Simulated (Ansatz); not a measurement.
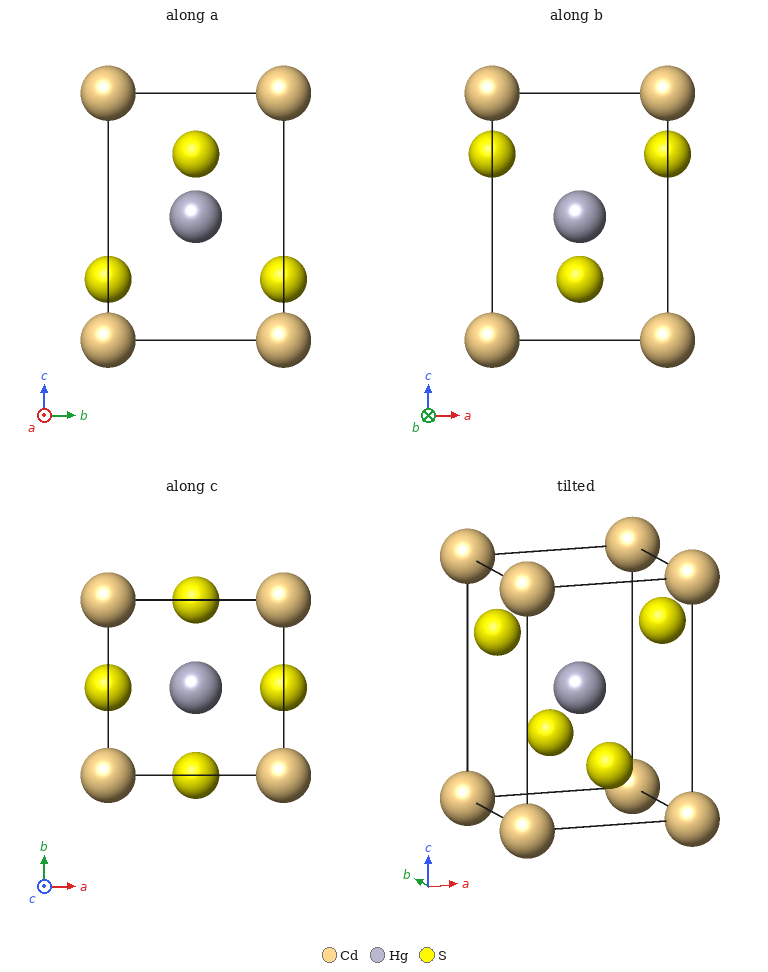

The image is a spheres-only drawing of a crystal, viewed along the a axis, along the b axis, along the c axis and slightly off an axis. Thin lines show the conventional unit cell, with boundary atoms drawn in all their periodic places.

Lattice parameters: a = 4.2193 Å, b = 4.2193 Å, c = 5.9404 Å, α = 90.000°, β = 90.000°, γ = 90.000°.

Give the structure in the form of a CIF with its space group and independent sites, with free fractional coordinates to two decimals.

```cif
data_structure
_symmetry_space_group_name_H-M 'P -4 m 2'
_symmetry_Int_Tables_number 115
_cell_length_a 4.2193
_cell_length_b 4.2193
_cell_length_c 5.9404
_cell_angle_alpha 90.000
_cell_angle_beta 90.000
_cell_angle_gamma 90.000
_cell_volume 105.75
loop_
_atom_site_label
_atom_site_type_symbol
_atom_site_symmetry_multiplicity
_atom_site_Wyckoff_symbol
_atom_site_fract_x
_atom_site_fract_y
_atom_site_fract_z
_atom_site_occupancy
Cd1 Cd 1 a 0.00 0.00 0.00 1
Hg1 Hg 1 c 0.50 0.50 0.50 1
S1 S 2 g 0.50 0.00 0.25 1
```

It goes back to a structure type filled with these elements by a generator (whether the compound takes this form wasn't checked). Earlier steps of the study may have refined or changed the cell and positions. A calculation with Ansatz used it as input.
